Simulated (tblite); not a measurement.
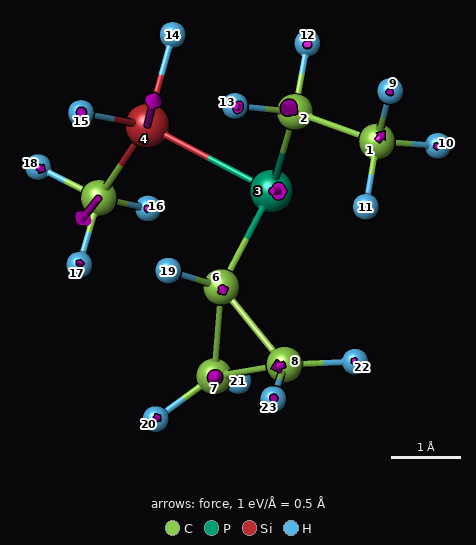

Starting geometry of C$_{6}$H$_{15}$PSi with the computed forces as purple arrows. Style: ball-and-stick. Shown from a free direction.

Level of theory: GFN2-xTB geometry optimisation, gas phase (tblite). 

### Is this structure relaxed? If not, where do the atoms go?

It isn't relaxed: the largest force vector, on the Si atom, is 1.78 eV/Å. The final displacements have little in common with the starting forces (cosine between the two patterns 0.24). After 64 geometry steps the energy has fallen by 2.80 kcal/mol. The largest moves after the best rigid fit, 0.12 Å, are those of H atoms. By element the largest moves are H 0.12 Å, P 0.08 Å, C 0.07 Å, Si 0.06 Å. Near-neighbour distances that change, for instance: C–Si 1.835 → 1.898 Å, C–P 1.839 → 1.864 Å, C–H 1.113 → 1.094 Å, H–Si 1.492 → 1.474 Å. Bond angles that change, for instance: P–Si–H 107.3° → 114.1°, P–C–H 109.9° → 106.9°, C–P–C 101.2° → 98.4°. Cost: 0.47 s on 1 thread of Intel(R) Xeon(R) 6975P-C, with other jobs on the host.
